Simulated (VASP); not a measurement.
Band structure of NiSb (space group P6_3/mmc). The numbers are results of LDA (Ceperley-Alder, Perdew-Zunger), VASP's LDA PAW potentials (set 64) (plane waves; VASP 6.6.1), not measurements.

Unless said otherwise, spin-orbit coupling is left out, though it shifts the bands of the heavy elements here.

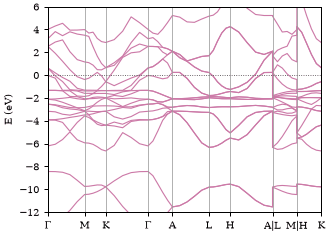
Figure. Bands along high-symmetry lines, zero at the valence-band maximum or, without a gap, the Fermi level

**Question.** Read the plot: is there a gap, and where are the band edges?

**Answer.** It has no gap at this level: it comes out as a metal or semimetal.

The structure is a typed NiSb crystal (P6_3/mmc). The cell was not relaxed at this level. The run is not spin-polarised, so no magnetic state was tried.
